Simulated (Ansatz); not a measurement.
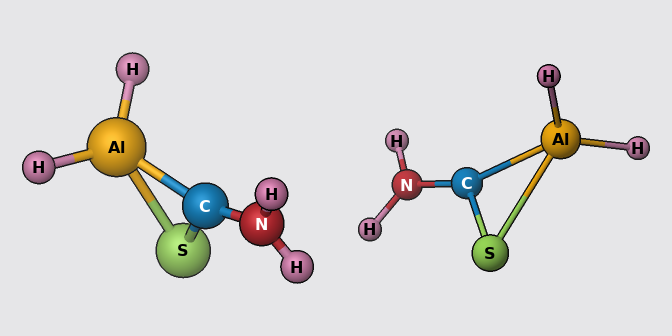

The same structure drawn twice, from different directions.

The computed structure is the end point of a PBE0-D4/def2-TZVP optimisation.

**Which formula does it have?**

CH₄AlNS, 8 atoms: 1 carbon, 4 hydrogen, 1 aluminium, 1 nitrogen and 1 sulfur.

**How many bonds of each kind are drawn?**

2 N–H, 2 Al–H, 1 C–N, 1 C–Al, 1 Al–S, 1 C–S. Sticks follow a distance rule.

**Which point group does it belong to?**

Cs.

More results for the same structure follow; atom numbers are the same in all pictures, views and colours differ.

**Shape**

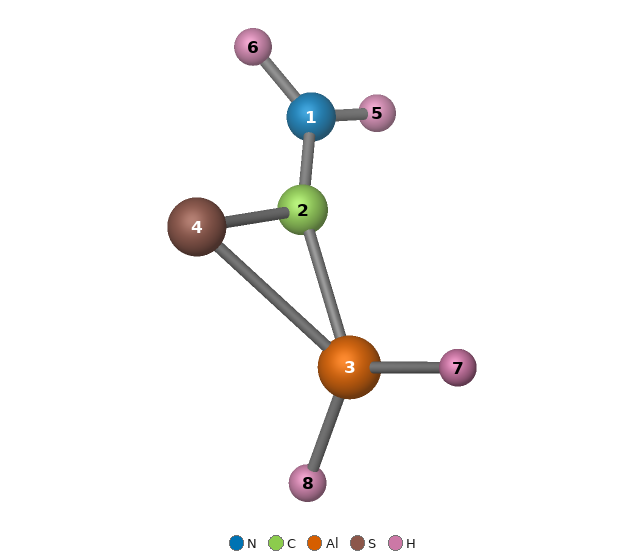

The atoms are numbered.

What are the angles C2–N1–H5, C2–N1–H6, H5–N1–H6, N1–C2–Al3, N1–C2–S4, Al3–C2–S4, C2–Al3–S4, C2–Al3–H7, S4–Al3–H7, H7–Al3–H8, C2–S4–Al3?

| angle | degrees |
| --- | --- |
| C2–N1–H5 | 120.4 |
| C2–N1–H6 | 122.0 |
| H5–N1–H6 | 117.6 |
| N1–C2–Al3 | 155.6 |
| N1–C2–S4 | 125.0 |
| Al3–C2–S4 | 79.5 |
| C2–Al3–S4 | 44.9 |
| C2–Al3–H7 | 116.6 |
| S4–Al3–H7 | 115.1 |
| H7–Al3–H8 | 123.5 |
| C2–S4–Al3 | 55.6 |

**Electronic properties**

Properties computed with RKS BHLYP-D4/def2-TZVPP (Ansatz 0.2.0).

Computed properties:

- HOMO energy (Kohn–Sham orbital): −8.21 eV
- LUMO energy (Kohn–Sham orbital): −0.25 eV
- HOMO–LUMO gap: 7.96 eV
- dispersion correction: −22.9 kJ/mol

**Charges**

The questions are on Mulliken charges. Level of theory: RKS PBE-D4/def2-TZVPP (Ansatz 0.2.0).

List the Mulliken charges.

```tsv
atom	value (e)
N1	−0.20
C2	0.03
Al3	0.28
S4	−0.20
H5	0.21
H6	0.17
H7	−0.15
H8	−0.15
```

**Thermal motion**

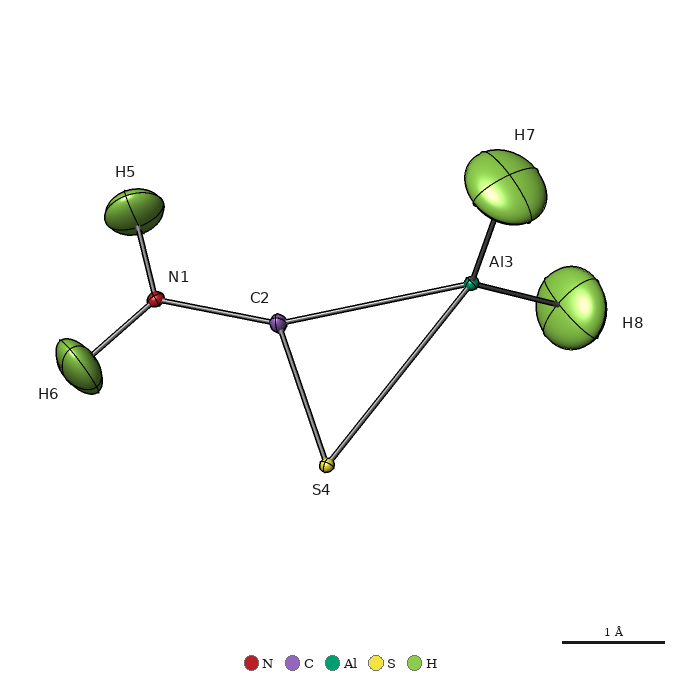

Displacement ellipsoids at the 50 % level, enlarged 1.5 times, from the internal vibrations of the free molecule (harmonic, no overall translation or rotation; no half-axis is drawn under 0.075 Å). Vibrations computed with RKS PBE0-D4/def2-TZVP (Ansatz 0.2.0). Temperature: 0 K (zero-point motion alone).

List U_eq and the three principal root-mean-square amplitudes for each kind of atom.

| atom | U_eq (Å²) | rms amplitudes (Å) |
| --- | --- | --- |
| N1 | 0.0012 | 0.030, 0.034, 0.038 |
| C2 | 0.0020 | 0.035, 0.040, 0.055 |
| Al3 | 0.00063 | 0.013, 0.028, 0.031 |
| S4 | 0.00049 | 0.008, 0.023, 0.030 |
| H5 | 0.0159 | 0.074, 0.129, 0.160 |
| H6 | 0.0171 | 0.076, 0.129, 0.171 |
| H7, H8 | 0.0248 | 0.093, 0.167, 0.195 |

Mulliken values depend strongly on the basis set and can even reverse the polarity of a bond.
